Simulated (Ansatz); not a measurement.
Consider TiO₂ in the anatase structure (space group I4_1/amd, No. 141; a = 3.7393 Å, c = 9.4551 Å).

The change: an isotropic linear strain of +0.60 %; the atoms relax in the strained cell.

The values are results of LDA, PAW, 420 eV (Ansatz, an electronic-structure program; spin-orbit coupling left out), not measurements.

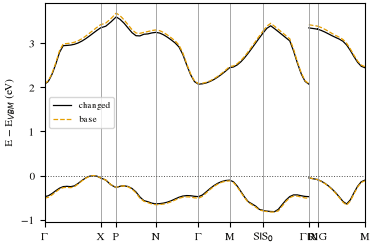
Figure: Highest valence and lowest conduction band along the path, each from its own valence-band maximum

**Question.** Read the changed gap and its character from the plot.

**Answer.** About 2.1 eV, indirect, Γ–X (87 % along) → Γ.

Stability against distortions was not tested. All final runs are without spin polarisation.
